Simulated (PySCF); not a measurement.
**Two runs on CH$_{8}$Ge$_{2}$O**

System: CH$_{8}$Ge$_{2}$O.
Method of the first run: TDDFT LDA/def2-SVPD, vertical, gas phase, core orbitals frozen in the response (PySCF 2.14.0).

The geometry comes from this level: PBE0-D3(BJ)/def2-SVP. Text and figures count atoms from 1; the logs count them from 0 in places.

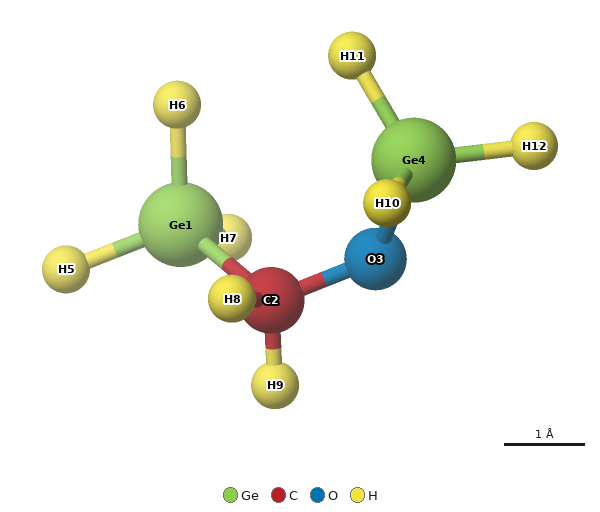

Fig. 1: The structure (ball-and-stick view, seen at a tilt; atoms are numbered from 1 in the order of the input). Sticks mark near contacts. Bond lengths as drawn: C–Ge 1.98 Å, C–H 1.10 to 1.11 Å, C–O 1.41 Å, Ge–H 1.53 to 1.54 Å and Ge–O 1.79 Å.

## Input file, the first run
```
{"job": {"kind": "uv", "xc": "LDA", "basis": "def2-SVPD", "ip": true}, "charge": 0, "multiplicity": 1}
Ge    -1.928692    -0.194359    -0.260234
C     -0.274096    -1.125728     0.293912
O      0.803316    -0.807951    -0.551040
Ge     1.955932     0.488324    -0.126131
H     -3.086625    -0.531740     0.702766
H     -1.692914     1.328721    -0.245182
H     -2.309702    -0.624643    -1.687295
H     -0.068645    -0.905550     1.360573
H     -0.456691    -2.212694     0.235177
H      2.514842     0.191163     1.281332
H      1.238207     1.853327    -0.128639
H      3.033869     0.412470    -1.211550
```

The first line tells a small driver script what to run in PySCF; the rest is the geometry in Å.

Launched with:
```bash
OMP_NUM_THREADS=1 python <driver script> task.json out
```

Hardware: 1 CPU thread, shared host.

## Output (the first run)
```
coarse grid: 44968 points
cycle   1  E = -4264.1127539908  dE = -1.010e+00  |g| = 1.051e+00  |ddm| = 4.004e+00
cycle   2  E = -4262.9389280628  dE =  1.174e+00  |g| = 2.554e+00  |ddm| = 4.520e+00
cycle   3  E = -4264.2167523767  dE = -1.278e+00  |g| = 5.432e-01  |ddm| = 4.021e+00
cycle   4  E = -4264.2675886172  dE = -5.084e-02  |g| = 9.273e-02  |ddm| = 5.965e-01
cycle   5  E = -4264.2685086664  dE = -9.200e-04  |g| = 3.881e-02  |ddm| = 1.393e-01
cycle   6  E = -4264.2689094637  dE = -4.008e-04  |g| = 1.409e-02  |ddm| = 6.195e-02
cycle   7  E = -4264.2689522576  dE = -4.279e-05  |g| = 3.378e-03  |ddm| = 1.586e-02
cycle   8  E = -4264.2689552445  dE = -2.987e-06  |g| = 6.887e-04  |ddm| = 5.520e-03
final grid: 91472 points
cycle   9  E = -4264.2689485182  dE =  1.965e-07  |g| = 1.409e-03  |ddm| = 5.911e-03
cycle  10  E = -4264.2689464950  dE =  2.023e-06  |g| = 3.525e-03  |ddm| = 5.276e-03
cycle  11  E = -4264.2689489076  dE = -2.413e-06  |g| = 2.579e-04  |ddm| = 3.757e-03
cycle  12  E = -4264.2689489274  dE = -1.980e-08  |g| = 2.750e-05  |ddm| = 3.982e-04
cycle  13  E = -4264.2689489276  dE = -1.392e-10  |g| = 5.780e-06  |ddm| = 3.273e-05
converged SCF energy = -4264.2689489276

Static polarisability (au): isotropic 86.793, principal 75.934 80.404 104.040

Singlet excitations
state   eV       nm        f      main configurations
  1   4.9190    252.1   0.00077   H->L 0.99
  2   5.4048    229.4   0.01098   H->L+1 0.98
  3   5.9011    210.1   0.03703   H->L+2 0.94
  4   6.1248    202.4   0.09888   H->L+3 0.84, H->L+4 0.08
  5   6.2676    197.8   0.02283   H-1->L 0.90
  6   6.3362    195.7   0.04005   H->L+4 0.86
  7   6.6046    187.7   0.00669   H->L+5 0.77, H-1->L+1 0.17
  8   6.6848    185.5   0.00183   H->L+6 0.69, H-1->L+1 0.28
  9   6.8151    181.9   0.02906   H-1->L+1 0.42, H->L+6 0.23, H->L+5 0.12
 10   6.9357    178.8   0.00207   H-2->L 0.67, H->L+7 0.28

Triplet excitations (Tamm-Dancoff, eV): 4.6974 5.2735 5.7733 5.8654
Vertical ionisation energy (delta-SCF) = 9.0181 eV
```

The second run used a changed input.

## The two runs side by side

```tsv
quantity	the first run	the second run
outcome	converged	converged
total energy (hartree)	−4264.268949	−4267.495785
HOMO (eV)	−5.99	−10.51
LUMO (eV)	−1.19	2.09
dipole moment (D)	1.27	1.40
lowest excitation (eV)	4.92	7.59
SCF iterations	13	10
strongest computed line (eV)	6.12	8.95
basis functions	183	183
wall time (shared host)	39 s	26 s
```

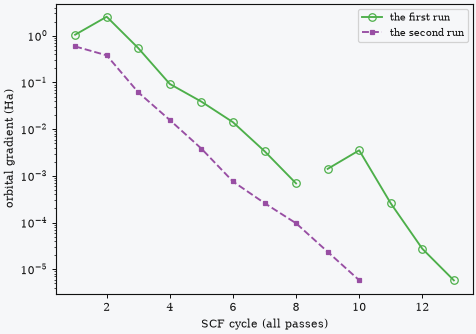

Fig. 2: Convergence of the two runs: orbital gradient against the SCF cycle. A break in a curve parts two SCF passes (coarse and final grid). The first run takes 13 cycles in all, and the second run takes 10.

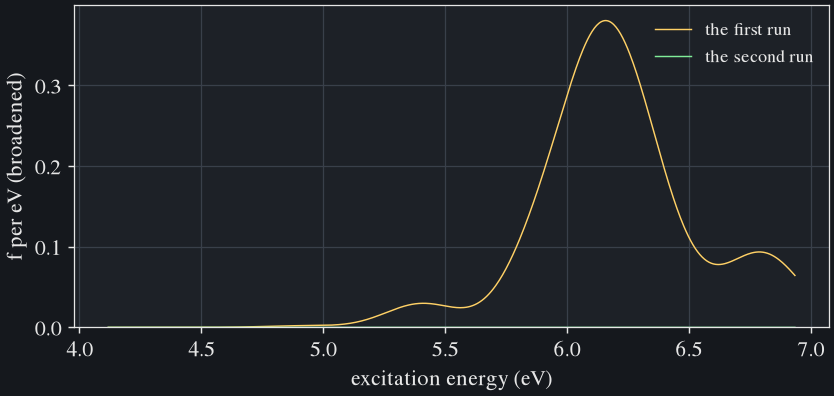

Fig. 3: Absorption of the two runs from their computed states, each broadened by a Gaussian of 0.35 eV full width; the range ends where the shorter list of states ends.

Which change of the input explains these differences?

The change (lines with − go, lines with + come):
```diff
-"xc": "LDA"
+"xc": "HF"
```

The total energies belong to different methods, so their difference says nothing on which is more stable or more accurate. The HOMO goes from −5.99 to −10.51 eV. The LUMO goes from −1.19 to 2.09 eV. The dipole moment goes from 1.27 to 1.40 D. The lowest excitation goes from 4.92 to 7.59 eV. The strongest computed line goes from 6.12 to 8.95 eV. The method changes from LDA to HF. Exact exchange removes part of the self-interaction error of semilocal functionals, which pushes filled and empty levels apart. The SCF takes 10 iterations against 13.

## Output (the second run)
```
final grid: 91472 points
cycle   1  E = -4267.4056806202  dE = -1.223e+00  |g| = 5.905e-01  |ddm| = 3.705e+00
cycle   2  E = -4267.4687360226  dE = -6.306e-02  |g| = 3.806e-01  |ddm| = 1.146e+00
cycle   3  E = -4267.4944354747  dE = -2.570e-02  |g| = 6.139e-02  |ddm| = 4.453e-01
cycle   4  E = -4267.4957112683  dE = -1.276e-03  |g| = 1.567e-02  |ddm| = 1.881e-01
cycle   5  E = -4267.4957798014  dE = -6.853e-05  |g| = 3.831e-03  |ddm| = 3.517e-02
cycle   6  E = -4267.4957845114  dE = -4.710e-06  |g| = 7.568e-04  |ddm| = 1.048e-02
cycle   7  E = -4267.4957849002  dE = -3.887e-07  |g| = 2.608e-04  |ddm| = 3.211e-03
cycle   8  E = -4267.4957849358  dE = -3.562e-08  |g| = 9.646e-05  |ddm| = 7.808e-04
cycle   9  E = -4267.4957849409  dE = -5.148e-09  |g| = 2.365e-05  |ddm| = 3.072e-04
cycle  10  E = -4267.4957849414  dE = -4.384e-10  |g| = 5.819e-06  |ddm| = 9.315e-05
converged SCF energy = -4267.4957849414

Static polarisability (au): isotropic 73.847, principal 66.629 70.337 84.576

Singlet excitations
state   eV       nm        f      main configurations
  1   7.5852    163.5   0.00592   H->L+2 0.40, H->L+1 0.29
  2   8.2580    150.1   0.06526   H->L 0.40, H->L+3 0.34
  3   8.7877    141.1   0.10476   H->L+4 0.18, H->L+3 0.18, H->L+1 0.15
  4   8.9466    138.6   0.19643   H->L 0.22, H->L+3 0.20, H->L+2 0.18
  5   9.0658    136.8   0.05678   H-1->L+2 0.20, H-1->L+1 0.17, H-3->L+2 0.12
  6   9.1394    135.7   0.00174   H->L+4 0.41, H->L+6 0.14
  7   9.3003    133.3   0.15193   H->L+7 0.15, H->L+5 0.08, H-4->L+2 0.08
  8   9.3961    132.0   0.02698   H->L+6 0.32, H->L+5 0.19
  9   9.5403    130.0   0.00660   H-1->L+2 0.10, H->L+6 0.09, H-1->L+3 0.09
 10   9.6783    128.1   0.08758   H-1->L 0.20, H-1->L+1 0.14

Triplet excitations (Tamm-Dancoff, eV): 7.0440 7.5765 8.0573 8.1599
Vertical ionisation energy (delta-SCF) = 8.4994 eV
```

For both runs: Spin–orbit coupling is left out, which matters for the heavy atoms.
